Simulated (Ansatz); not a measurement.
Base system: CdSe in the zinc blende structure (space group F-43m, No. 216; a = 6.1964 Å).

Perturbation: an isotropic linear strain of +1.24 %; the atoms relax in the strained cell.

The values are results of PBE/PAW in Ansatz (an electronic-structure program), no SOC, earlier PAW set, not measurements.

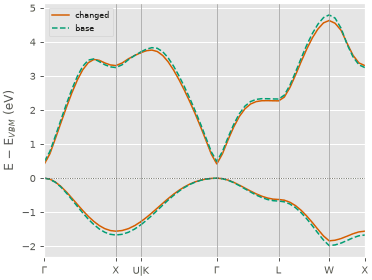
Figure. Highest valence and lowest conduction band along the path, each from its own valence-band maximum

Task: Read the changed gap and its character from the plot.

Result: About 0.4 eV, direct at Γ.

No phonon test of stability was made.
